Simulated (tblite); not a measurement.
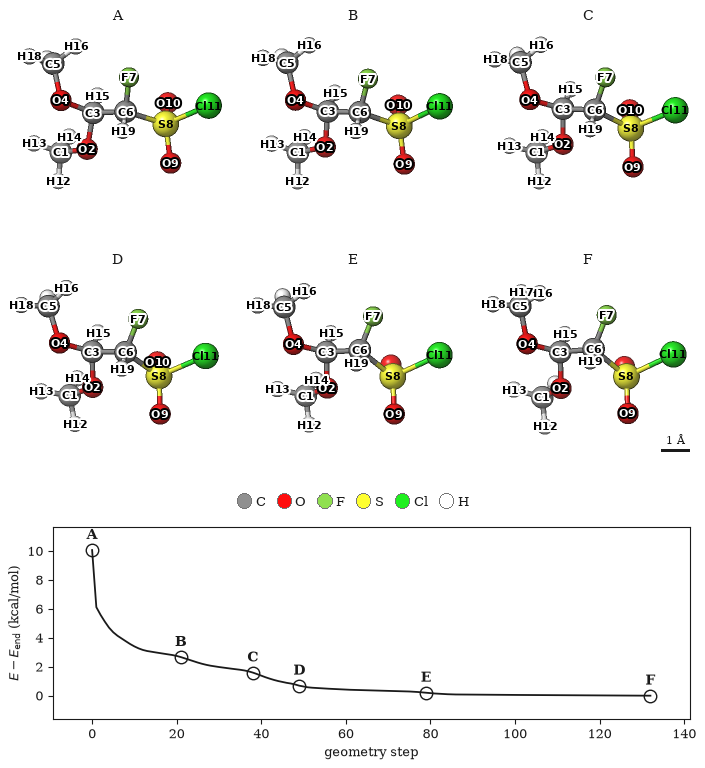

Frames of a relaxation of C₄H₈ClFO₄S, marked on the history of the run. The picture is a ball-and-stick view, seen at a tilt.

Method: GFN2-xTB geometry optimisation, gas phase in tblite. 

Question: Describe the path.

Answer: The atom that moves furthest after the best rigid fit is O10 (0.92 Å). Largest moves by element: O 0.92 Å, H 0.68 Å, Cl 0.60 Å, F 0.58 Å, S 0.48 Å, C 0.44 Å. Among the contacts that change: O2–S8 3.071 → 2.462 Å, C6–S8 1.788 → 1.858 Å, C3–O4 1.448 → 1.392 Å, O2–C3 1.423 → 1.386 Å. Among the angles between lasting bonds that change: C3–C6–S8 109.3° → 100.0°, O2–C3–C6 109.7° → 101.6°, C6–S8–Cl11 106.4° → 99.2°. Groups turn about C3–C6 by about 25°. Over 132 geometry steps the energy falls by 10.1 kcal/mol. From step 0 to 21: O10 moves most (0.20 Å), energy −7.40 kcal/mol. From step 21 to 38: Cl11 moves most (0.27 Å), energy −1.07 kcal/mol. From step 38 to 49: O10 moves most (0.32 Å), energy −0.91 kcal/mol. From step 49 to 79: F7 moves most (0.21 Å), energy −0.49 kcal/mol. From step 79 to 132: H17 moves most (0.24 Å), energy −0.20 kcal/mol.

```
step  E − E(0), kcal/mol
   0                0.00
   1               -3.95
   2               -4.48
   3               -4.95
   4               -5.37
   5               -5.69
   6               -5.93
   7               -6.12
   8               -6.31
   9               -6.50
  10               -6.66
  16               -7.13
  23               -7.60
  29               -8.05
  36               -8.33
  42               -8.89
  49               -9.38
  55               -9.58
  61               -9.66
  68               -9.72
  74               -9.77
  81               -9.92
  87               -9.99
  93              -10.00
 100              -10.02
 106              -10.04
 113              -10.05
 119              -10.05
 126              -10.06
 132              -10.07
```
